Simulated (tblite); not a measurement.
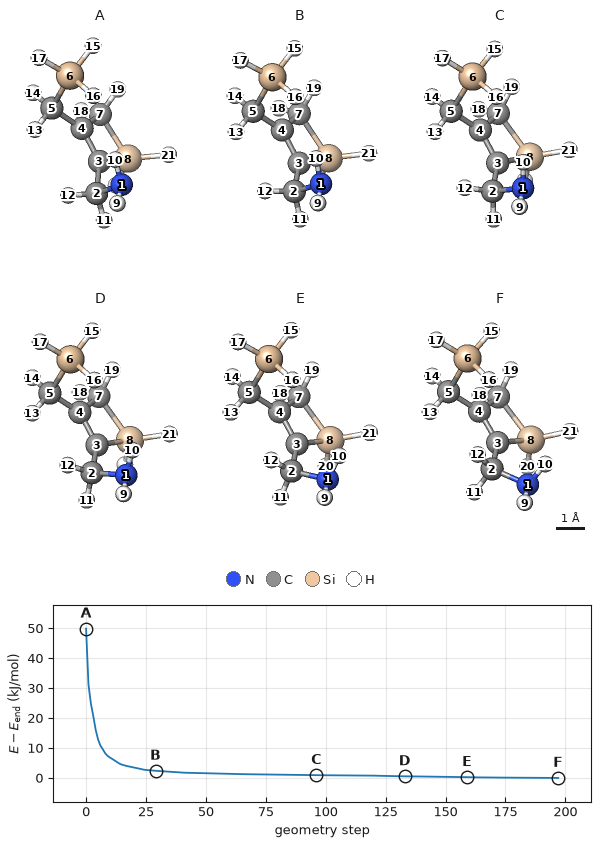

Frames of a relaxation of C₅H₁₃NSi₂, marked on the history of the run. Style: ball-and-stick. Shown from a free direction.

Method: tblite 0.8.0, GFN2-xTB geometry optimisation, gas phase. 

Question: What happens along the run?

Answer: After 197 geometry steps the energy has fallen by 49.9 kJ/mol. The largest move after the best rigid fit is that of H10, 1.43 Å. By element the largest moves are H 1.43 Å, N 0.79 Å, C 0.40 Å, Si 0.31 Å. Some distances before and after: C4–C5 1.576 → 1.480 Å, C2–C3 1.571 → 1.492 Å, C7–Si8 1.875 → 1.930 Å, C4–C7 1.564 → 1.511 Å. Among the angles between lasting bonds that change: C3–Si8–H20 113.2° → 119.0°, H20–Si8–H21 116.8° → 111.1°, C2–C3–Si8 129.9° → 135.2°. Groups turn about C2–C3 by about 60°. The run took 10 s on 1 thread of Intel(R) Xeon(R) Processor @ 2.50GHz (shared host). From step 0 to 29: H19 moves most (0.24 Å), energy −47.5 kJ/mol. From step 29 to 96: H10 moves most (0.31 Å), energy −1.45 kJ/mol. From step 96 to 133: H10 moves most (0.37 Å), energy −0.40 kJ/mol. From step 133 to 159: H10 moves most (0.36 Å), energy −0.27 kJ/mol. From step 159 to 197: H10 moves most (0.41 Å), energy −0.27 kJ/mol.

```tsv
step	E − E(0), kJ/mol
0	0.00
1	-18.68
2	-24.97
3	-29.18
4	-33.78
5	-37.01
6	-39.10
7	-40.33
8	-41.67
9	-42.52
10	-43.09
20	-46.41
30	-47.55
40	-48.11
49	-48.30
59	-48.52
69	-48.66
79	-48.78
89	-48.88
99	-48.98
108	-49.02
118	-49.09
128	-49.26
138	-49.38
148	-49.50
158	-49.60
167	-49.73
177	-49.79
187	-49.85
197	-49.88
```
